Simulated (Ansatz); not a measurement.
# CH₅FNSn radical: single points with varied inputs

Aim: run CH₅FNSn radical under a spread of inputs, and see what each costs and gives.

The runs use Ansatz 0.2.0, Gaussian basis; the settings change from run to run.

1 further run of the same task is left out (for a known fault of the program). Runs told in other sessions of the task aren't counted.

**1. The molecule**

An earlier PBE0-D4 in a triple-zeta def2 set relaxation fixed the geometry. Sn takes a core potential in def2 sets; no spin-orbit term is included.

SMILES `C[NH][SnH][F]`, 9 atoms, charge 0, spin multiplicity 2.

Atoms are counted from 1 here; the program's logs count them from 0.

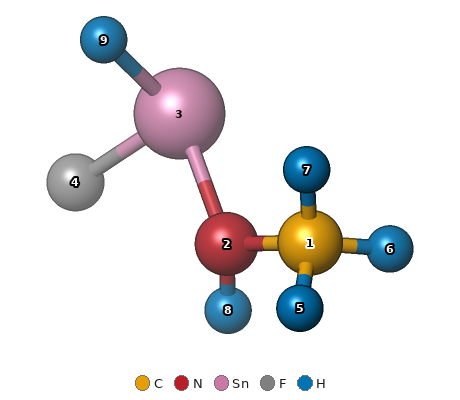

The geometry (carbon amber, nitrogen red, tin pink, fluorine grey, hydrogen blue); atoms are numbered from 1 in the order of the file.

**2. PBEsol/def2-TZVPP**

Options: coordinates scaled by 0.92.

File in.yaml:

```yaml
crystal:
  periodic: [false, false, false]
  atoms:
    - {symbol: C, position_ang: [-0.660274, 0.715578, -0.771692]}
    - {symbol: N, position_ang: [0.100554, -0.291013, -0.351527]}
    - {symbol: Sn, position_ang: [0.387520, -0.688033, 1.460954]}
    - {symbol: F, position_ang: [1.378035, -2.154186, 1.227269]}
    - {symbol: H, position_ang: [-0.383556, 0.990508, -1.701248]}
    - {symbol: H, position_ang: [-1.647219, 0.505138, -0.798234]}
    - {symbol: H, position_ang: [-0.533590, 1.516930, -0.177601]}
    - {symbol: H, position_ang: [-0.001820, -1.052352, -0.879526]}
    - {symbol: H, position_ang: [1.441678, 0.414835, 1.975965]}
basis:
  gaussian: {orbitals: def2-TZVPP}
magnetization: {spin_polarized: true, initial_magnetization: 1}
hamiltonian: {xc: {name: PBEsol}}
output: {forces: true}
```

On the command line:

```sh
> ansatz run in.yaml --threads 4 --pin off --events-out ev --progress --plain --max-ram 10444MiB
```

The program printed, shortened:

```text
Functional definition: PBEsol
  name "PBEsol"
  cite "Perdew et al., Phys. Rev. Lett. 100, 136406 (2008) doi:10.1103/PhysRevLett.100.136406"
  cite "Perdew, Burke & Ernzerhof, Phys. Rev. Lett. 77, 3865 (1996) doi:10.1103/PhysRevLett.77.3865"
  parent pbesol
[...]
1174 factors; their error is unknown
[...]
mean field -11126.30879913 eV, -408.8843066851 hartree, gradient 1.1e-5 eV, S^2 0.751935; 0 other end points of the search recorded, 0 dependent functions left out
[...]
reference -11126.30884842 eV, -408.8843084963 hartree; 25, 24 occupied and 188, 189 virtual orbitals, 1174 factors
Total energy: -11126.30884842 eV, -408.8843084963 hartree
Atom 0 at    -0.660274     0.715578    -0.771692 Å, force    -0.458727     0.702665    -0.360686 eV/Å
Atom 1 at     0.100554    -0.291013    -0.351527 Å, force     2.540392     0.379654     0.715679 eV/Å
Atom 2 at     0.387520    -0.688033     1.460954 Å, force    -3.367528     1.881526     4.025307 eV/Å
Atom 3 at     1.378035    -2.154186     1.227269 Å, force     2.913953    -4.426899    -0.629366 eV/Å
Atom 4 at    -0.383556     0.990508    -1.701248 Å, force     0.938101     1.343671    -3.810779 eV/Å
Atom 5 at    -1.647219     0.505138    -0.798234 Å, force    -4.060821    -0.672741    -0.169746 eV/Å
Atom 6 at    -0.533590     1.516930    -0.177601 Å, force     0.342541     3.463234     2.294008 eV/Å
Atom 7 at    -0.001820    -1.052352    -0.879526 Å, force    -0.250817    -4.238872    -2.875721 eV/Å
Atom 8 at     1.441678     0.414835     1.975965 Å, force     1.402906     1.567762     0.811303 eV/Å
Dipole moment:    -0.388994     0.329638    -0.251256 e Å
```

Wall time 1.1 s (4 threads of AMD EPYC 9R45, shared host).

Largest force 5.575 eV/Å, dipole 2.73 D, ⟨S²⟩ 0.752.

**3. SVWN5/x2c-TZVPPall**

Options: restricted open-shell orbitals.

File in.yaml:

```yaml
crystal:
  periodic: [false, false, false]
  atoms:
    - {symbol: C, position_ang: [-0.717689, 0.777802, -0.838796]}
    - {symbol: N, position_ang: [0.109298, -0.316319, -0.382095]}
    - {symbol: Sn, position_ang: [0.421217, -0.747862, 1.587993]}
    - {symbol: F, position_ang: [1.497864, -2.341506, 1.333988]}
    - {symbol: H, position_ang: [-0.416908, 1.076639, -1.849183]}
    - {symbol: H, position_ang: [-1.790456, 0.549063, -0.867645]}
    - {symbol: H, position_ang: [-0.579989, 1.648837, -0.193044]}
    - {symbol: H, position_ang: [-0.001979, -1.143860, -0.956006]}
    - {symbol: H, position_ang: [1.567041, 0.450908, 2.147788]}
basis:
  gaussian: {orbitals: x2c-TZVPPall}
magnetization: {spin_polarized: false, initial_magnetization: 1}
hamiltonian: {xc: {name: SVWN5}}
```

Launched as before.

The program printed:

```text
Functional definition: SVWN5
  name "SVWN5"
  cite "Dirac, Proc. Camb. Phil. Soc. 26, 376 (1930) doi:10.1017/S0305004100016108"
  cite "Slater, Phys. Rev. 81, 385 (1951) doi:10.1103/PhysRev.81.385"
  cite "Vosko, Wilk & Nusair, Can. J. Phys. 58, 1200 (1980) doi:10.1139/p80-159"
  exchange = slater_x
  correlation = vwn5_c
1354 factors; their error is unknown
mean field evaluation 1: about -173187.2197 eV, gradient 8.8e1 eV
mean field evaluation 2: about -173079.5561 eV, gradient 2.0e2 eV
mean field evaluation 4: about -173200.2935 eV, gradient 3.8e1 eV
mean field evaluation 8: about -173203.6174 eV, gradient 2.4e-1 eV
mean field evaluation 16: about -173203.5918 eV, gradient 3.9e-4 eV
mean field evaluation 32: about -173176.0751 eV, gradient 5.1e1 eV
mean field -173203.59181447 eV, -6365.1145975706 hartree, gradient 1.5e-5 eV, S^2 0.750000; 2 other end points of the search recorded, 0 dependent functions left out
reference -173203.59185079 eV, -6365.1145989054 hartree; 39, 38 occupied and 184, 185 virtual orbitals, 1354 factors
Total energy: -173203.59185079 eV, -6365.1145989054 hartree
Relativity: scalar
```

It took 1.1 s on 4 threads of AMD EPYC 9R45, shared host.

**4. BHLYP/x2c-TZVPPall**

in.yaml, as its differences from that of step 3:

```diff
@@ -14,3 +14,3 @@
   gaussian: {orbitals: x2c-TZVPPall}
-magnetization: {spin_polarized: false, initial_magnetization: 1}
-hamiltonian: {xc: {name: SVWN5}}
+magnetization: {spin_polarized: true, initial_magnetization: 1}
+hamiltonian: {xc: {name: BHLYP}}
```

Launched as before.

The program printed:

```text
Functional definition: BHLYP
  name "BHLYP"
  cite "Becke, J. Chem. Phys. 98, 1372 (1993) doi:10.1063/1.464304"
  cite "Becke, Phys. Rev. A 38, 3098 (1988) doi:10.1103/PhysRevA.38.3098"
  cite "Lee, Yang & Parr, Phys. Rev. B 37, 785 (1988) doi:10.1103/PhysRevB.37.785"
  parameter a = 0.5
  exchange = (1 - a)*b88_x + a*exact_x
  correlation = lyp_c
1588 factors; their error is unknown
mean field evaluation 1: about -173394.5032 eV, gradient 4.6e1 eV
mean field evaluation 2: about -173382.0308 eV, gradient 7.0e1 eV
mean field evaluation 4: about -173402.6697 eV, gradient 4.6e0 eV
mean field evaluation 8: about -173402.7492 eV, gradient 2.3e-1 eV
mean field evaluation 16: about -173403.6338 eV, gradient 6.2e-3 eV
mean field -173403.63377913 eV, -6372.4660041784 hartree, gradient 3.6e-5 eV, S^2 0.765932; 0 other end points of the search recorded, 0 dependent functions left out
reference -173403.63395253 eV, -6372.4660105509 hartree; 39, 38 occupied and 184, 185 virtual orbitals, 1588 factors
Total energy: -173403.63395253 eV, -6372.4660105509 hartree
Relativity: scalar
```

Run time: 2.3 s. Hardware: 4 threads of AMD EPYC 9R45, shared host; peak memory 0.92 GiB.

⟨S²⟩ 0.766.

**5. B2GP-PLYP/def2-SVP**

in.yaml, as its differences from that of step 4:

```diff
@@ -13,4 +13,5 @@
 basis:
-  gaussian: {orbitals: x2c-TZVPPall}
+  gaussian: {orbitals: def2-SVP}
 magnetization: {spin_polarized: true, initial_magnetization: 1}
-hamiltonian: {xc: {name: BHLYP}}
+hamiltonian: {xc: {name: B2GP-PLYP}}
+output: {forces: true}
```

Launched as before.

The program printed, shortened:

```text
Functional definition: B2GP-PLYP
  name "B2GP-PLYP"
  cite "Karton, Tarnopolsky, Lamère, Schatz & Martin, J. Phys. Chem. A 112, 12868 (2008) doi:10.1021/jp801805p"
  cite "Becke, Phys. Rev. A 38, 3098 (1988) doi:10.1103/PhysRevA.38.3098"
  cite "Lee, Yang & Parr, Phys. Rev. B 37, 785 (1988) doi:10.1103/PhysRevB.37.785"
[...]
1015 factors; integrals over basis functions are off by at most 1.4e-3 eV
[...]
mean field -11129.74057479 eV, -409.0104221144 hartree, gradient 6.7e-6 eV, S^2 0.769917; 0 other end points of the search recorded, 0 dependent functions left out
7 core orbitals not correlated: weight in the atoms' cores, before any rotation towards them, 1.000 or more for the frozen orbitals, at most 0.000 for the correlated occupied ones
reference -11129.74069108 eV, -409.0104263879 hartree; 18, 17 occupied and 68, 69 virtual orbitals, 1015 factors
second order -19.00920023 eV of doubles, -0.00000000 eV of singles
[...]
Total energy: -11136.58400316 eV, -409.2619134684 hartree
Atom 0 at    -0.717689     0.777802    -0.838796 Å, force     0.081865    -0.073397    -0.049075 eV/Å
Atom 1 at     0.109298    -0.316319    -0.382095 Å, force    -0.061007     0.144754    -0.075989 eV/Å
Atom 2 at     0.421217    -0.747862     1.587993 Å, force     0.004953     0.221829     0.321534 eV/Å
Atom 3 at     1.497864    -2.341506     1.333988 Å, force     0.176216    -0.327377    -0.009033 eV/Å
Atom 4 at    -0.416908     1.076639    -1.849183 Å, force     0.021315     0.076709    -0.162129 eV/Å
Atom 5 at    -1.790456     0.549063    -0.867645 Å, force    -0.203271    -0.009316    -0.011028 eV/Å
Atom 6 at    -0.579989     1.648837    -0.193044 Å, force     0.012465     0.162726     0.105882 eV/Å
Atom 7 at    -0.001979    -1.143860    -0.956006 Å, force     0.016474    -0.192952    -0.143187 eV/Å
Atom 8 at     1.567041     0.450908     2.147788 Å, force    -0.049009    -0.002976     0.023024 eV/Å
Dipole moment:    -0.551656     0.420459    -0.134903 e Å
```

Run time: 1.9 s. Hardware: 4 threads of AMD EPYC 9R45, shared host.

Largest force 0.391 eV/Å, dipole 3.39 D, ⟨S²⟩ 0.770.

**6. r2SCAN/STO-3G**

This run has rVV10 dispersion, high accuracy, the search for lower states set to off.

in.yaml, as its differences from that of step 5:

```diff
@@ -13,5 +13,6 @@
 basis:
-  gaussian: {orbitals: def2-SVP}
+  gaussian: {orbitals: STO-3G}
 magnetization: {spin_polarized: true, initial_magnetization: 1}
-hamiltonian: {xc: {name: B2GP-PLYP}}
-output: {forces: true}
+hamiltonian: {xc: {name: r2SCAN}, dispersion: rvv10}
+accuracy: high
+scf: {lower_state_search: off}
```

Same command.

The program printed, shortened:

```text
Functional definition: r2SCAN+rVV10
  name "r2SCAN+rVV10"
  cite "Furness, Kaplan, Ning, Perdew & Sun, J. Phys. Chem. Lett. 11, 8208 (2020) doi:10.1021/acs.jpclett.0c02405"
  cite "Furness, Kaplan, Ning, Perdew & Sun, J. Phys. Chem. Lett. 11, 9248 (2020) doi:10.1021/acs.jpclett.0c03077"
  cite "Vydrov & Van Voorhis, J. Chem. Phys. 133, 244103 (2010) doi:10.1063/1.3521275"
  cite "Sabatini, Gorni & de Gironcoli, Phys. Rev. B 87, 041108(R) (2013) doi:10.1103/PhysRevB.87.041108"
  cite "Ning et al., Phys. Rev. B 106, 075422 (2022) doi:10.1103/PhysRevB.106.075422"
  parent "r2scan"
[...]
930 factors; integrals over basis functions are off by at most 4.7e-9 eV
[...]
mean field -167577.25769758 eV, -6158.3506324411 hartree, gradient 8.1e-8 eV, S^2 0.752537; 0 other end points of the search recorded, 0 dependent functions left out
reference -167577.25769863 eV, -6158.3506324797 hartree; 39, 38 occupied and 8, 9 virtual orbitals, 930 factors
Total energy: -167577.25769863 eV, -6158.3506324797 hartree
Checks for a lower state left out: stability, starts, cluster_reference, orbital_swaps, neighbouring_geometries, increment
```

Wall time 2.3 s (4 threads of AMD EPYC 9R45, shared host).

⟨S²⟩ 0.753.

**7. LC-wPBE/def2-mTZVPP**

This run has charge +1, multiplicity 1, coordinates scaled by 1.12.

File in.yaml:

```yaml
crystal:
  periodic: [false, false, false]
  atoms:
    - {symbol: C, position_ang: [-0.803812, 0.871138, -0.939451]}
    - {symbol: N, position_ang: [0.122414, -0.354277, -0.427946]}
    - {symbol: Sn, position_ang: [0.471763, -0.837605, 1.778552]}
    - {symbol: F, position_ang: [1.677607, -2.622487, 1.494066]}
    - {symbol: H, position_ang: [-0.466938, 1.205836, -2.071085]}
    - {symbol: H, position_ang: [-2.005310, 0.614950, -0.971763]}
    - {symbol: H, position_ang: [-0.649588, 1.846697, -0.216209]}
    - {symbol: H, position_ang: [-0.002216, -1.281124, -1.070727]}
    - {symbol: H, position_ang: [1.755086, 0.505017, 2.405522]}
basis:
  gaussian: {orbitals: def2-mTZVPP}
total_charge: 1
hamiltonian: {xc: {name: LC-wPBE}}
output: {forces: true}
```

The command is unchanged.

The program printed, shortened:

```text
Functional definition: LC-wPBE
  name "LC-wPBE"
  cite "Vydrov & Scuseria, J. Chem. Phys. 125, 234109 (2006) doi:10.1063/1.2409292"
  cite "Heyd & Scuseria, J. Chem. Phys. 120, 7274 (2004) doi:10.1063/1.1668634"
  cite "Ernzerhof & Perdew, J. Chem. Phys. 109, 3313 (1998) doi:10.1063/1.476928"
  cite "Perdew, Burke & Ernzerhof, Phys. Rev. Lett. 77, 3865 (1996) doi:10.1103/PhysRevLett.77.3865"
  parent pbe
[...]
1157 factors; their error is unknown
414 factors; integrals over basis functions are off by at most 3.0e-5 eV
[...]
mean field -11144.97492674 eV, -409.5702742224 hartree, gradient 6.0e-5 eV, S^2 0.000000; 0 other end points of the search recorded, 0 dependent functions left out
[...]
reference -11144.97492675 eV, -409.5702742227 hartree; 24, 24 occupied and 104, 104 virtual orbitals, 1157 factors
Total energy: -11144.97492675 eV, -409.5702742227 hartree
Atom 0 at    -0.803812     0.871138    -0.939451 Å, force    -0.469645     0.503631     0.226674 eV/Å
Atom 1 at     0.122414    -0.354277    -0.427946 Å, force    -1.791059    -0.272666    -0.322032 eV/Å
Atom 2 at     0.471763    -0.837605     1.778552 Å, force     3.749557    -0.887794    -3.482521 eV/Å
Atom 3 at     1.677607    -2.622487     1.494066 Å, force    -2.384959     3.094876     0.677884 eV/Å
Atom 4 at    -0.466938     1.205836    -2.071085 Å, force    -0.610565    -1.277848     2.992571 eV/Å
Atom 5 at    -2.005310     0.614950    -0.971763 Å, force     3.344171     0.379715     0.086417 eV/Å
Atom 6 at    -0.649588     1.846697    -0.216209 Å, force    -0.213334    -2.825545    -1.843108 eV/Å
Atom 7 at    -0.002216    -1.281124    -1.070727 Å, force     0.057872     2.799770     2.022432 eV/Å
Atom 8 at     1.755086     0.505017     2.405522 Å, force    -1.682038    -1.514138    -0.358318 eV/Å
Dipole moment:    -0.839297     0.938174    -0.219626 e Å
```

It took 0.6 s on 4 threads of AMD EPYC 9R45, shared host.

Largest force 5.194 eV/Å.

**8. The runs in one table**

```tsv
level	charge	multiplicity	geometry	functions	energy (eV)	time
PBEsol/def2-TZVPP	0	2	scaled	213	-11126.309	1.1 s
SVWN5/x2c-TZVPPall	0	2	relaxed	223	-173203.592	1.1 s
BHLYP/x2c-TZVPPall	0	2	relaxed	223	-173403.634	2.3 s
B2GP-PLYP/def2-SVP	0	2	relaxed	93	-11136.584	1.9 s
r2SCAN/STO-3G	0	2	relaxed	47	-167577.258	2.3 s
LC-wPBE/def2-mTZVPP	1	1	scaled	128	-11144.975	0.6 s
```

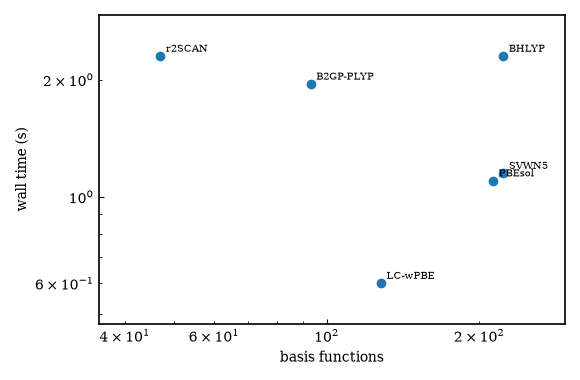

Wall time against the number of basis functions (shared host).

**9. Summary of results**

| quantity | value |
| --- | --- |
| runs | 6 |
| quickest | LC-wPBE/def2-mTZVPP, 0.6 s |
| slowest | BHLYP/x2c-TZVPPall, 2.3 s |
| spread of total energies, same state and geometry | 162267.0 eV |

BHLYP/x2c-TZVPPall took 4 times as long as LC-wPBE/def2-mTZVPP. The jobs differ in tasks and options as well as level. Total energies at one charge and spin differ by 162267 eV between levels, so only differences within one level mean anything. Some of these runs are scalar-relativistic and others not, which shifts the totals of all-electron atoms past neon by several eV an atom and more; core potentials, where a basis has them, take the core out of the total altogether. At the PBE0-D4/def2-TZVP geometry and in the same state, the sound runs without point charges leave forces up to 0.39 eV/Å (B2GP-PLYP/def2-SVP), against 5.6 eV/Å where the atoms were moved.
